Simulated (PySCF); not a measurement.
## Electronic structure of C3HGe (SMILES C#C[C]#[Ge-]) (charge −1) in real space

```xyz
5

C    -4.0819   -2.7183    0.8161
C    -3.2199   -1.8540    0.5999
C    -2.2753   -0.9070    0.3627
Ge   -1.0707    0.2953    0.0537
H    -4.8259   -3.4646    1.0030
```

Geometry: PBE0-D3(BJ)/def2-SVPD.

Level of theory: Gaussian-basis quantum chemistry of an isolated molecule with PySCF, energy and nuclear gradient, functional PBE0 (PySCF 2.14.0).

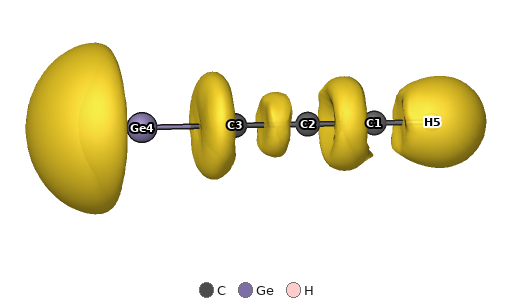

Figure 1. Isosurface of the ELF at 0.8 (yellow), seen from one side. Core shells and regions of very low density are left out.

Question: Where are the electrons localised?

Answer: At this value the surface marks out two regions between bonded C–C atoms (shared pairs), one region around a hydrogen nucleus, one lobe of the valence shell of C pointing towards Ge (polar bonds) and one lobe on Ge, pointing away from the bonds (lone pairs). Along the contacts the grid gives the following. C–C (1.24 Å): the ELF peaks at about 0.85 between the atoms (a short, multiple covalent bond). C–Ge (1.73 Å): the ELF peaks at about 0.85 in the valence shell of C, 0.6 Å from its nucleus, and is about 0.40 at the midpoint.

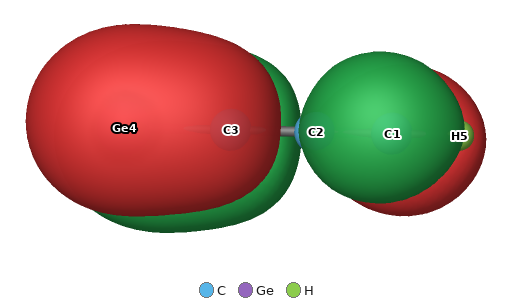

Figure 2. The HOMO at ±0.06 Å⁻³ᐟ² (green and red are the two phases), seen from one side.

Question: Describe this orbital and give its energy.

Answer: By Hirshfeld shares it lies mainly on Ge4 (about 35 %), C3 (about 30 %), C1 (about 20 %) and C2 (about 10 %); it vanishes on the molecular axis (π type); π-bonding across Ge4–C3. It is one of a degenerate set, so its orientation is arbitrary. Its energy is −0.61 eV.
